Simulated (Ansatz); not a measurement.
```xyz
10

Si   -0.1473    0.0550   -1.8907
H     0.9504   -0.7343   -1.2769
H    -0.3637   -0.4299   -3.2797
H     0.2114    1.4928   -1.9250
H    -1.3983   -0.1450   -1.1165
C     0.1432   -0.0981    1.9358
F     0.2822    0.9955    1.1073
H     1.0031   -0.7575    1.8003
H    -0.7764   -0.6263    1.6749
H     0.0954    0.2477    2.9705
```

Geometry: PBE0-D4/def2-TZVP.

The calculation used RKS PBE0-D4/def2-TZVPPD (Ansatz).

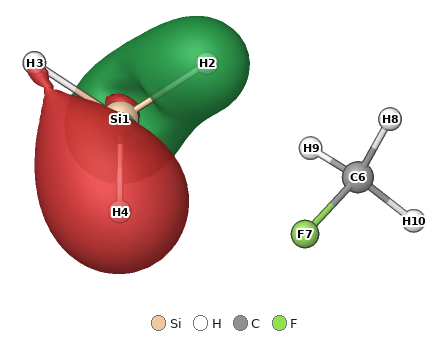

SiH4···CH3F (SMILES [SiH4].CF). The HOMO−1 at ±0.15 Å⁻³ᐟ² (green and red are the two phases), seen at a tilt.

Describe this orbital and give its energy.

It lies mainly on Si1 (about 45 %), H4 (about 30 %), H5 (about 15 %) and H2 (about 10 %). Its energy is −9.67 eV.
